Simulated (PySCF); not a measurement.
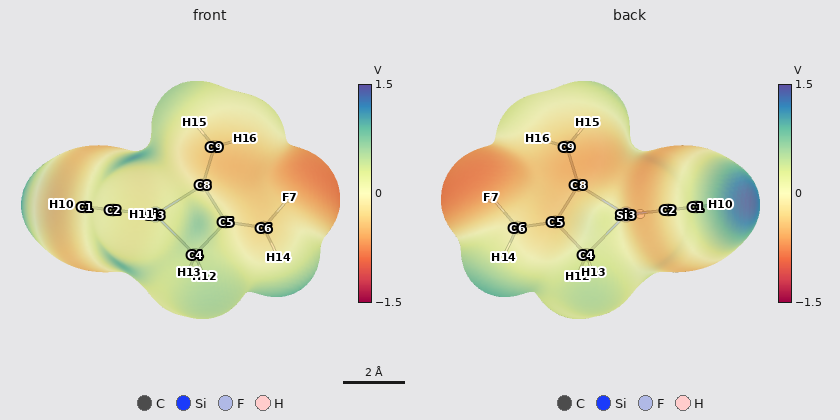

Figure 1: C$_{7}$H$_{7}$FSi. The molecular electrostatic potential painted on the density surface at 0.001 e/bohr³, seen from the front and from behind; the colour scale runs from red (negative) to blue (positive).

Geometry: GFN2-xTB.

Method: CAM-B3LYP/def2-SVPD, SCF density, gas phase (PySCF 2.14.0).

```xyz
16

C     3.6357    0.4402    0.7176
C     2.6173    0.1326    0.1571
Si    1.0482   -0.3280   -0.7007
C    -0.0772   -1.5348    0.2940
C    -1.1166   -0.4478    0.4531
C    -2.2850   -0.5654    1.0648
F    -3.1706    0.4488    1.1680
C    -0.4885    0.6902   -0.2323
C    -0.9378    1.9296   -0.3928
H     4.5267    0.7056    1.2108
H     1.2918   -0.6306   -2.1111
H    -0.4588   -2.4068   -0.2346
H     0.3105   -1.8805    1.2511
H    -2.6517   -1.4663    1.5370
H    -0.3613    2.6700   -0.9232
H    -1.8905    2.2523   -0.0026
```

Question: Which sites attract a positive test charge, and which a negative one?

Answer: A positive charge is drawn to the negative regions and a negative charge to the positive ones. The most negative region (about −0.8 V) lies over F7, the most positive (about +1.3 V) over H10.
